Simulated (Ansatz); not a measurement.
# CH4FSi (SMILES C[SiH]F) (doublet): what the fields show

The calculation's input:

```
crystal:
  periodic: [false, false, false]
  atoms:
    - {symbol: C, position_ang: [-0.064946, -0.006749, -0.839935]}
    - {symbol: F, position_ang: [2.259827, -1.061365, 0.499709]}
    - {symbol: Si, position_ang: [0.961357, -0.069235, 0.753353]}
    - {symbol: H, position_ang: [0.501176, 0.445764, -1.677880]}
    - {symbol: H, position_ang: [-0.985454, 0.590001, -0.675441]}
    - {symbol: H, position_ang: [-0.360605, -1.037167, -1.133898]}
    - {symbol: H, position_ang: [0.151615, -0.676650, 1.879392]}
basis:
  gaussian:
    orbitals: def2-TZVPD
magnetization:
  spin_polarized: true
  initial_magnetization: 1
hamiltonian:
  xc: {name: PBE0}
output: {forces: true, orbitals: {seedname: orbitals}}
```

Run with:

```sh
ansatz run input.yaml --threads 1 --pin off --max-ram 2610MiB --events-out events.jsonl --progress --plain --runs-dir runs
```

Geometry: BLYP-D3(BJ)/def2-SVP.

Method: Ansatz, isolated molecule in a Gaussian basis; Kohn-Sham density functional theory, functional PBE0.

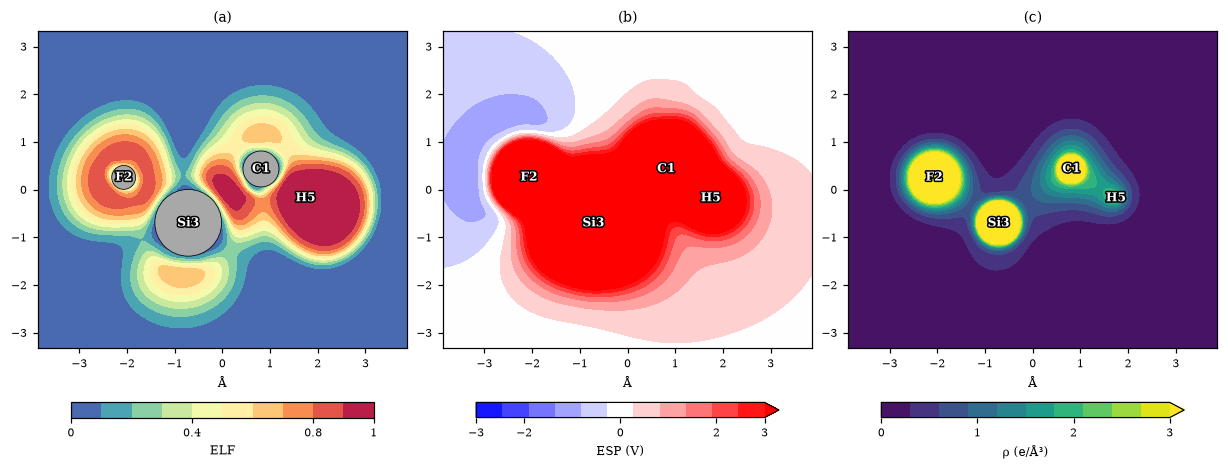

Figure 1. (a) electron localisation function; (b) molecular electrostatic potential; (c) total electron density on the plane of atoms C1, Si3 and F2. Grey discs cover the atomic cores in the ELF map.

What do the fields say about this system?

Answer. The section cuts through C, F, Si and H sites.
Si–F (1.65 Å): the density is about 1 e/Å³ at the midpoint; the ELF peaks at about 0.85 in the valence shell of F, 0.6 Å from its nucleus, and is about 0.55 at the midpoint.
C–Si (1.90 Å): the density is about 0.93 e/Å³ at the midpoint; the ELF peaks at about 0.95 between the atoms: a covalent bond.
C–H (1.11 Å): the density is about 1.9 e/Å³ at the midpoint; the ELF climbs to about 1 towards the hydrogen, as it does in any bond to H: a covalent bond by its length.
The ELF also peaks beside F2, away from the bonds: non-bonding electrons, paired or unpaired.
Outside the dense part of the molecule the potential is most negative (−1.2 V) near F2.

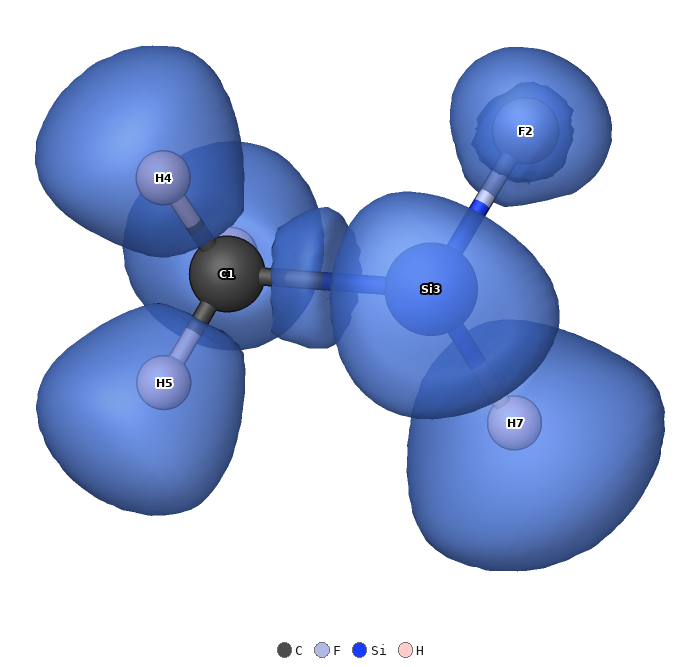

Figure 2. Isosurface of the ELF at 0.8 (blue), seen across its widest extent. Core shells and regions of very low density are left out.

Identify the bonds, lone pairs and shells in this picture.

Answer. The surface consists of one region between bonded C–Si atoms (shared pairs), four regions around hydrogen nuclei, one lobe on Si, pointing away from the bonds (non-bonding electrons) and one region wrapped around F (its lone pairs, merged into a ring or cap).

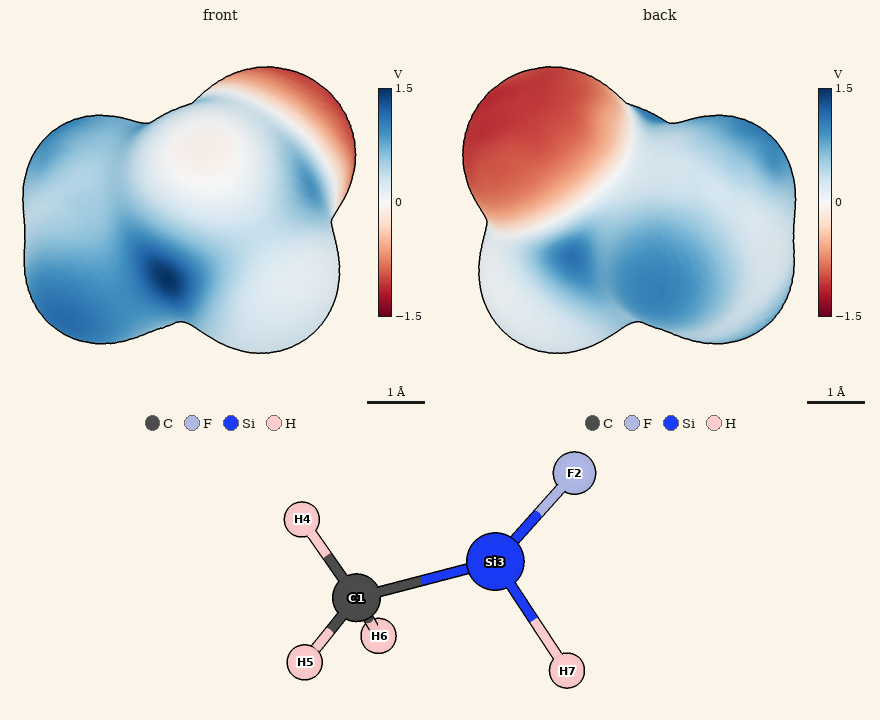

Figure 3. The electrostatic potential painted on the density surface at 0.002 e/bohr³, seen from the front and from behind; the colour scale runs from red (negative) to blue (positive). The bare structure is drawn below in the same view.

Describe the electrostatic potential map.

Answer. The most negative region (about −1.1 V) lies over F2, the most positive (about +1.4 V) over Si3.

What dipole moment does the calculation give?

Answer. Its dipole moment is 1.92 D.
